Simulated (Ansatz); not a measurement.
**CH4ClFSi: density, localisation and related maps**

Input

```
crystal:
  periodic: [false, false, false]
  atoms:
    - { symbol: Si, position_ang: [0.0, 0.0, 0.0] }
    - { symbol: H, position_ang: [0.7956, 0.0, 1.4569] }
    - { symbol: C, position_ang: [2.003, 0.0, 0.5226] }
    - { symbol: H, position_ang: [2.3507, -1.0463, 0.3944] }
    - { symbol: H, position_ang: [2.0515, 0.5276, -0.4528] }
    - { symbol: H, position_ang: [2.655, 0.5187, 1.2561] }
    - { symbol: F, position_ang: [-0.7489, 1.2974, -0.5295] }
    - { symbol: Cl, position_ang: [-1.0032, -1.7381, -0.7093] }
basis:
  gaussian: { orbitals: def2-SVP }
hamiltonian:
  xc: pbe
  dispersion: d4
relax:
  f_tol: 0.15
  max_steps: 25
  restrain:
    - { distance: [1, 2], at: 2.31, k: 30.0 }
    - { distance: [0, 1], at: 1.46, k: 30.0 }
    - { distance: [0, 2], at: 1.87, k: 30.0 }
output:
  orbitals: {}
```

Run with:

```sh
ansatz run input.yaml --threads 2 --pin off --max-ram 3072MiB --backend cpu --events-out ev --progress --plain --runs-dir out
```

The fields are those of the run's last geometry, not of the input's.

Not at a stationary point (largest force 1.5 eV/Å).

Theory: Ansatz 0.2.0, RKS PBE-D4/def2-SVP.

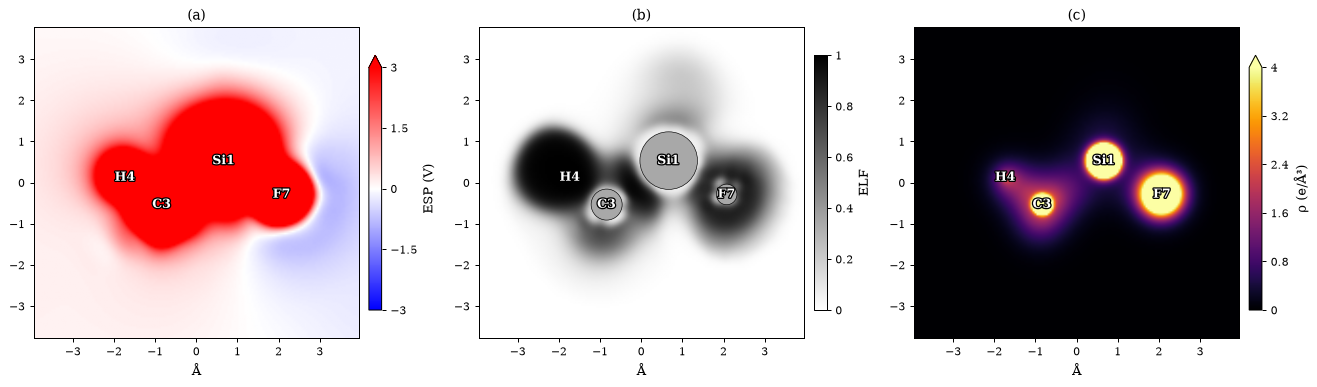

Figure 1. (a) molecular electrostatic potential; (b) electron localisation function; (c) electron density on the plane of atoms Si1, C3 and H4. Grey discs cover the atomic cores in the ELF map.

Question: What do the fields say about this system?

Answer: Atoms in the plane: Si, C, H and F. Si–F (1.63 Å): ρ is about 0.99 e/Å³ halfway; the ELF peaks at about 0.85 in the valence shell of F, 0.6 Å from its nucleus, and is about 0.40 at the midpoint. C–Si (1.85 Å): ρ at the midpoint is about 0.99 e/Å³; the ELF peaks at about 1 between the atoms, as expected for a shared electron pair. C–H (1.11 Å): ρ is about 1.8 e/Å³ halfway; the ELF climbs to about 1 towards the hydrogen, as it does in any bond to H (an ordinary covalent bond to hydrogen). The ELF also peaks beside F7, away from the bonds: lone-pair regions. Outside the dense part of the molecule the potential is most negative (−0.9 V) near F7.

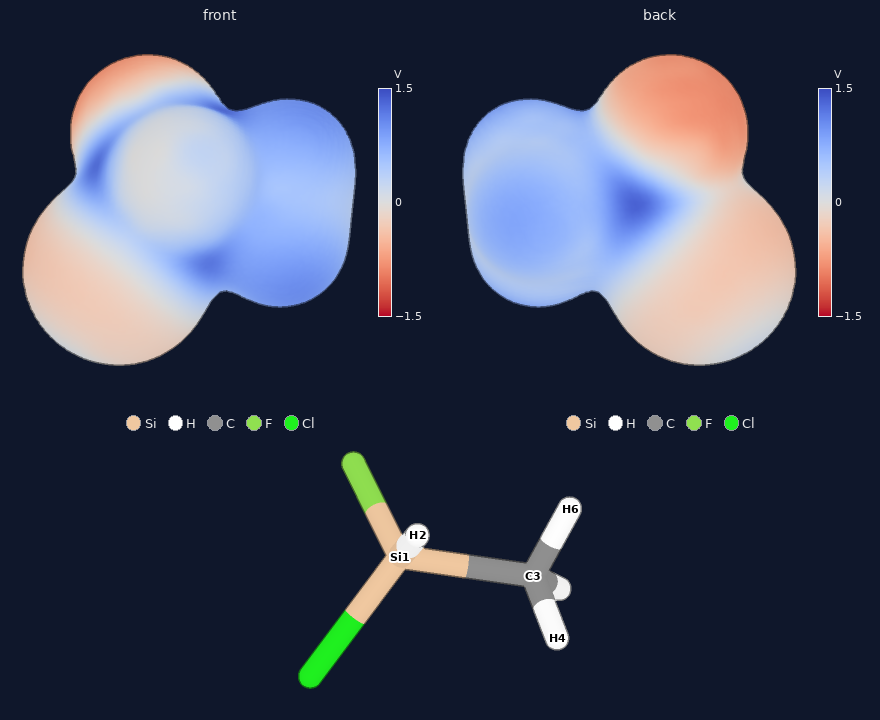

Figure 2. The electrostatic potential painted on the density surface at 0.002 e/bohr³, seen from the front and from behind; the colour scale runs from red (negative) to blue (positive). The bare structure is drawn below in the same view.

Question: Describe the electrostatic potential map.

Answer: The most negative region (about −0.8 V, or −18 kcal/mol for a unit charge) lies over F7, the most positive (about +1.2 V, or +28 kcal/mol for a unit charge) over Si1.

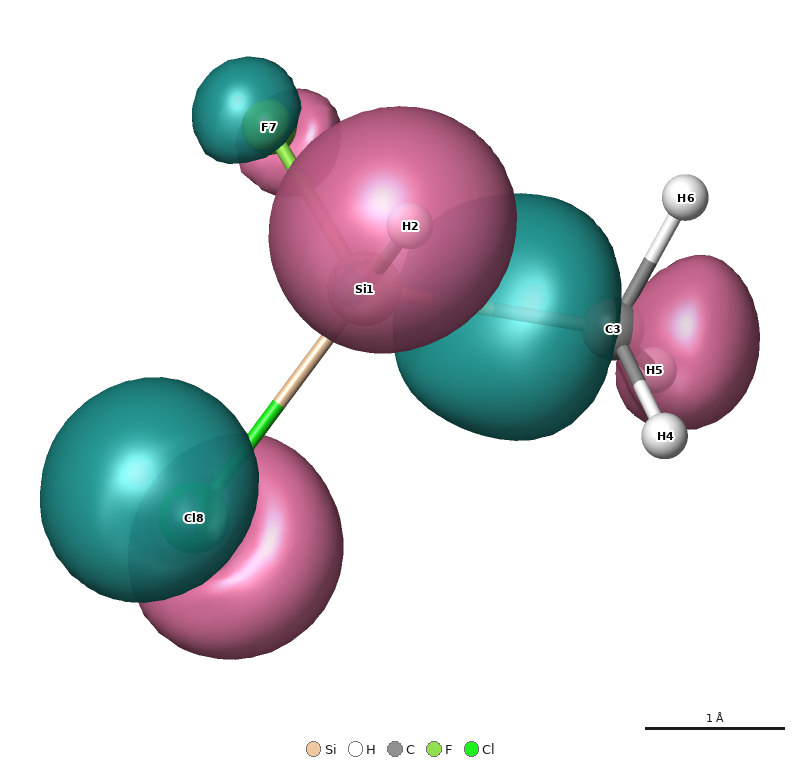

Figure 3. The HOMO at ±0.15 Å⁻³ᐟ² (teal and pink are the two phases), seen across its widest extent.

Question: Describe this orbital and give its energy.

Answer: Its weight (Hirshfeld) is mainly on Cl8 (about 30 %), C3 (about 20 %), Si1 (about 20 %) and H2 (about 15 %). Its energy is −7.30 eV.

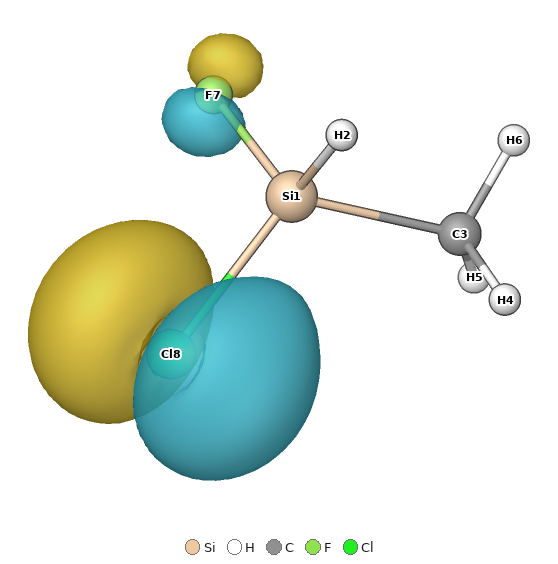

Figure 4. The HOMO−1 at ±0.15 Å⁻³ᐟ² (yellow and cyan are the two phases), seen at a tilt.

Question: What is the character of this orbital?

Answer: Its weight (Hirshfeld) is mainly on Cl8 (about 85 %); largely a lone pair of Cl8. Its energy is −8.01 eV.
